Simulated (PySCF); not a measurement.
C4H7F3S2Si

Input

```
{"job": {"kind": "nmr", "xc": "PBE0", "basis": "pcSseg-1"}, "charge": 0, "multiplicity": 1}
F     -2.385977    -1.678088    -0.811098
C     -1.994488    -0.435003    -0.436824
F     -3.018461     0.077324     0.288880
C     -0.725096    -0.481537     0.388743
Si    -0.431872     1.243386     1.174570
S      1.445934     1.144392     2.203902
C      2.458134     0.343146     0.910921
S      1.943580    -1.326662     0.432783
C      0.421756    -0.932019    -0.499730
F      0.690236     0.048207    -1.426374
H     -1.897249     0.171892    -1.348440
H     -0.860118    -1.238761     1.166803
H     -0.355696     2.226802     0.097226
H     -1.415738     1.487047     2.208828
H      3.457577     0.236869     1.324398
H      2.479115     0.969481     0.022712
H      0.181366    -1.844446    -1.057748
```

Launched as:

```sh
OMP_NUM_THREADS=1 python probes_run.py task.json out
```

Geometry: GFN2-xTB.

Method: PBE0/pcSseg-1, SCF density, gas phase, non-relativistic in PySCF.

> What will maps of the electron density and electron localisation function show?

C–F (1.36 Å): the density is about 2.2 e/Å³ at the midpoint, with its minimum of 1.8 e/Å³ about 0.5 Å from C; the ELF peaks at about 0.85 between the atoms; a shared but strongly polarised pair.
C–C (1.51 Å): ρ is about 1.7 e/Å³ halfway; the ELF peaks at about 0.95 between the atoms (a shared electron pair).
C–Si (1.92 Å): the density is about 0.9 e/Å³ at the midpoint; the ELF peaks at about 0.95 between the atoms; localised, covalent bonding.
Si–S (2.14 Å): ρ is about 0.85 e/Å³ halfway; the ELF peaks at about 0.95 between the atoms (a shared electron pair).

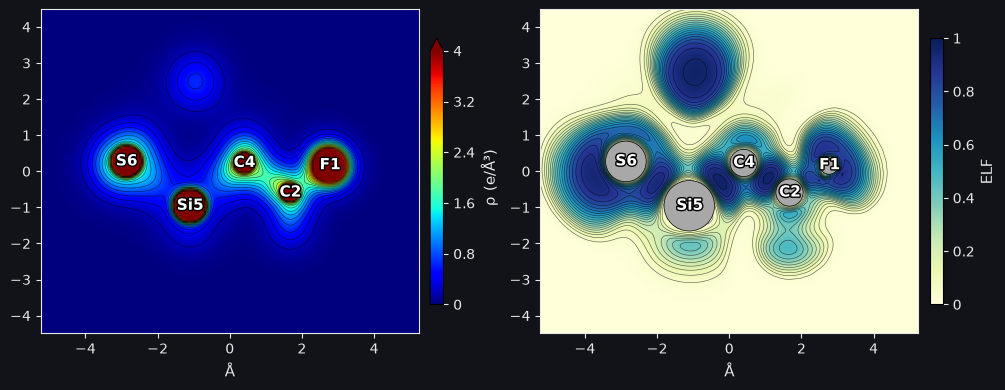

Computed electron density and electron localisation function on the plane of atoms C4, Si5 and S6, in this order. Grey discs cover the atomic cores in the ELF map. 
